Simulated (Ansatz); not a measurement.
Single-point calculation of C6H14Cl2Ge

The run: single-point calculation of C6H14Cl2Ge (Ge(iPr)2Cl2). Method and program: RKS PBE0-D4/def2-TZVP (Ansatz 0.2.0).

The geometry comes from this level: PBE-D4/def2-SVP. Figures and captions count atoms from 1; the log counts them from 0 in places.

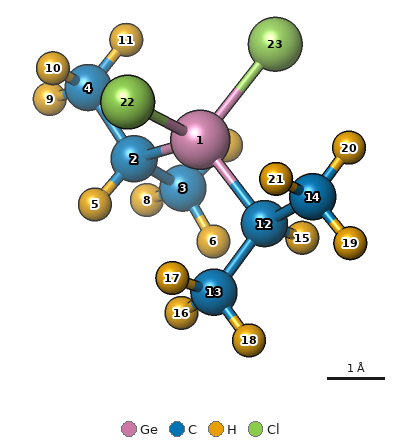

The input geometry (ball-and-stick view, seen at a tilt; atoms are numbered from 1 in the order of the input). Sticks mark near contacts. Bond lengths as drawn: Cl–Ge 2.20 Å, C–C 1.53 Å, C–Ge 1.98 Å and C–H 1.11 Å.

Key numbers:

```tsv
quantity	value
outcome	converged
total energy	−87997.9296 eV
mean-field energy	−87997.3086 eV
dispersion energy	−0.6210 eV
SCF solution under orbital rotations	stable
HOMO	−7.77 eV
LUMO	−0.21 eV
largest force (length of the vector)	0.540 eV/Å
dipole moment	3.37 D
hardware	4 threads of Arm Neoverse V1, 23 GiB of memory available, shared host
wall time	30 s (CPU time 1.9 min)
peak memory	2.1 GiB
```

Input file:
```yaml
crystal:
  periodic: [false, false, false]
  atoms:
    - {symbol: Ge, position_ang: [-0.664529, -0.037494, -0.464040]}
    - {symbol: C, position_ang: [-0.820824, 0.211646, 1.492478]}
    - {symbol: C, position_ang: [-0.084075, -0.929031, 2.206937]}
    - {symbol: C, position_ang: [-2.289381, 0.337403, 1.907984]}
    - {symbol: H, position_ang: [-0.296980, 1.174908, 1.683950]}
    - {symbol: H, position_ang: [0.991853, -0.972818, 1.938258]}
    - {symbol: H, position_ang: [-0.534734, -1.912948, 1.960515]}
    - {symbol: H, position_ang: [-0.144966, -0.802366, 3.308824]}
    - {symbol: H, position_ang: [-2.371691, 0.510685, 3.001902]}
    - {symbol: H, position_ang: [-2.789975, 1.178329, 1.388009]}
    - {symbol: H, position_ang: [-2.850530, -0.589346, 1.668374]}
    - {symbol: C, position_ang: [1.135599, -0.190735, -1.270433]}
    - {symbol: C, position_ang: [1.966423, 1.043185, -0.895316]}
    - {symbol: C, position_ang: [1.036019, -0.417112, -2.781217]}
    - {symbol: H, position_ang: [1.568127, -1.095337, -0.787290]}
    - {symbol: H, position_ang: [2.072522, 1.165624, 0.202541]}
    - {symbol: H, position_ang: [1.508100, 1.971021, -1.296098]}
    - {symbol: H, position_ang: [2.990000, 0.967236, -1.320093]}
    - {symbol: H, position_ang: [2.046786, -0.542232, -3.224215]}
    - {symbol: H, position_ang: [0.441373, -1.321065, -3.020061]}
    - {symbol: H, position_ang: [0.551829, 0.446930, -3.281134]}
    - {symbol: Cl, position_ang: [-1.665524, 1.654823, -1.445162]}
    - {symbol: Cl, position_ang: [-1.795431, -1.851308, -0.974724]}
basis:
  gaussian: {orbitals: def2-TZVP, initial_orbitals: start.molden}
hamiltonian: {xc: pbe0, dispersion: d4}
scf: {omitted_lower_state_checks: [starts]}
output: {forces: true, orbitals: {seedname: orbitals}}
```

Run as:
```bash
ansatz run in.yaml --threads 4 --pin off --events-out ev --progress --plain --max-ram 6963MiB
```

What the program printed:
```
Functional definition: PBE0
  name "PBE0"
  cite "Adamo & Barone, J. Chem. Phys. 110, 6158 (1999) doi:10.1063/1.478522"
  cite "Perdew, Burke & Ernzerhof, Phys. Rev. Lett. 77, 3865 (1996) doi:10.1103/PhysRevLett.77.3865"
  parent pbe
  parameter a = 0.25
  parameter kappa = 0.804
  parameter beta = 0.06672455060314922
  exchange = (1 - a)*pbe_x(kappa = kappa, mu = beta*pi^2/3) + a*exact_x
  correlation = pbe_c(beta = beta)
these checks for a lower state are left out or cut short: starts
2633 factors; their error is unknown
mean field evaluation 1: about -87991.8762 eV, gradient 2.0e2 eV
mean field evaluation 2: about -87996.9100 eV, gradient 6.1e0 eV
mean field evaluation 4: about -87997.3079 eV, gradient 6.6e-1 eV
mean field evaluation 8: about -87997.3086 eV, gradient 1.4e-5 eV
mean field -87997.30858315 eV, -3233.8414437128 hartree, gradient 1.4e-5 eV, S^2 0.000000; 0 other end points of the search recorded, 0 dependent functions left out
the calculation of the forces begins
reference -87997.30862741 eV, -3233.8414453392 hartree; 58, 58 occupied and 334, 334 virtual orbitals, 2633 factors
Total energy: -87997.92958062 eV, -3233.8642649487 hartree
Atom 0 at    -0.664529    -0.037494    -0.464040 Å, force    -0.138524     0.003099    -0.097030 eV/Å
Atom 1 at    -0.820824     0.211646     1.492478 Å, force     0.124529     0.202702    -0.012747 eV/Å
Atom 2 at    -0.084075    -0.929031     2.206937 Å, force     0.067503    -0.188586     0.134780 eV/Å
Atom 3 at    -2.289381     0.337403     1.907984 Å, force    -0.209169    -0.021475     0.047275 eV/Å
Atom 4 at    -0.296980     1.174908     1.683950 Å, force    -0.254756    -0.457249    -0.066588 eV/Å
Atom 5 at     0.991853    -0.972818     1.938258 Å, force    -0.519160     0.039300     0.115214 eV/Å
Atom 6 at    -0.534734    -1.912948     1.960515 Å, force     0.204231     0.476769     0.121961 eV/Å
Atom 7 at    -0.144966    -0.802366     3.308824 Å, force     0.014779    -0.040980    -0.523772 eV/Å
Atom 8 at    -2.371691     0.510685     3.001902 Å, force     0.059235    -0.083151    -0.512275 eV/Å
Atom 9 at    -2.789975     1.178329     1.388009 Å, force     0.250222    -0.400307     0.262224 eV/Å
Atom 10 at    -2.850530    -0.589346     1.668374 Å, force     0.278131     0.438229     0.132578 eV/Å
Atom 11 at     1.135599    -0.190735    -1.270433 Å, force     0.041633    -0.206595     0.145174 eV/Å
Atom 12 at     1.966423     1.043185    -0.895316 Å, force     0.133026     0.201264     0.007724 eV/Å
Atom 13 at     1.036019    -0.417112    -2.781217 Å, force    -0.022023     0.007861    -0.222905 eV/Å
Atom 14 at     1.568127    -1.095337    -0.787290 Å, force    -0.177947     0.426644    -0.244325 eV/Å
Atom 15 at     2.072522     1.165624     0.202541 Å, force    -0.062090    -0.079157    -0.520353 eV/Å
Atom 16 at     1.508100     1.971021    -1.296098 Å, force     0.218374    -0.448131     0.178348 eV/Å
Atom 17 at     2.990000     0.967236    -1.320093 Å, force    -0.490629     0.017230     0.188836 eV/Å
Atom 18 at     2.046786    -0.542232    -3.224215 Å, force    -0.467622     0.061734     0.226120 eV/Å
Atom 19 at     0.441373    -1.321065    -3.020061 Å, force     0.300498     0.427756     0.117414 eV/Å
Atom 20 at     0.551829     0.446930    -3.281134 Å, force     0.247810    -0.403586     0.241346 eV/Å
Atom 21 at    -1.665524     1.654823    -1.445162 Å, force     0.179482    -0.371736     0.196183 eV/Å
Atom 22 at    -1.795431    -1.851308    -0.974724 Å, force     0.222469     0.398365     0.084820 eV/Å
Dipole moment:     0.573511     0.032104     0.401416 e Å
Checks for a lower state left out: starts
```

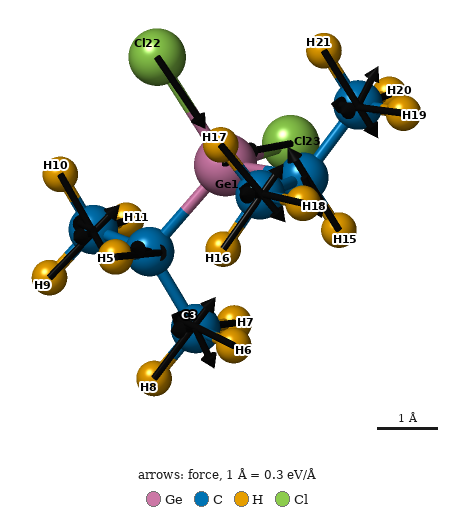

Forces on the atoms as black arrows (ball-and-stick view, seen at a tilt; atoms are numbered from 1 in the order of the input). The largest act on H10, H11, H20 (0.54 eV/Å); H5, H6, H7, H16, H17, H21 (0.53 eV/Å); H8, H18 (0.53 eV/Å); H9, H15, H19 (0.52 eV/Å), among others. The geometry is not a stationary point of this energy.

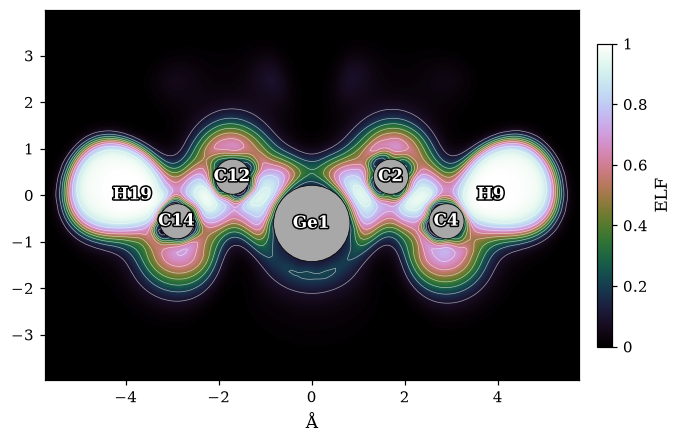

ELF on the plane of atoms C12, C14 and H19. Grey discs, where drawn, cover atomic cores. Atoms in the plane: Ge, C and H. C–C (1.53 Å): the ELF peaks at about 0.95 between the atoms (a shared electron pair). C–H (1.11 Å): the ELF climbs to about 1 towards the hydrogen, as it does in any bond to H; a covalent bond by its length.

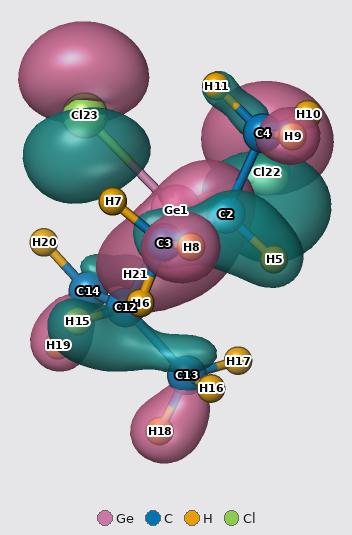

The HOMO−1 at ±0.08 Å⁻³ᐟ² (teal and pink are the two phases), seen at an oblique angle. It lies mainly on Cl23 (25 %), Cl22 (25 %) and Ge1 (15 %). Its energy is −8.65 eV.

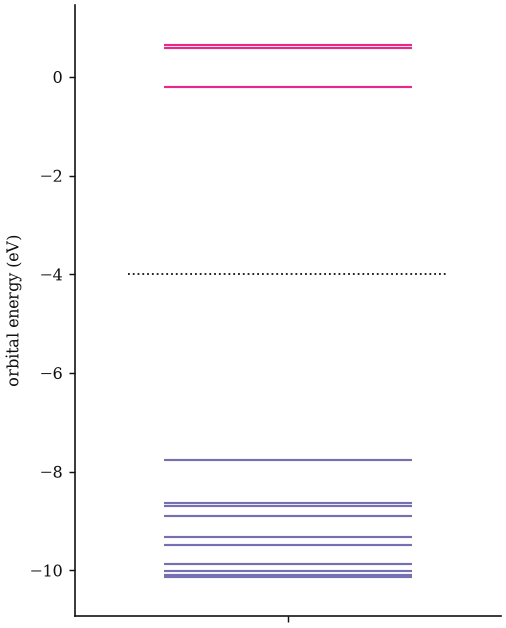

Orbital energies near the frontier; the dotted line parts filled from empty levels, and levels within 0.02 eV of each other stand side by side. Highest filled −7.77 eV, lowest empty −0.21 eV, 7.56 eV apart.
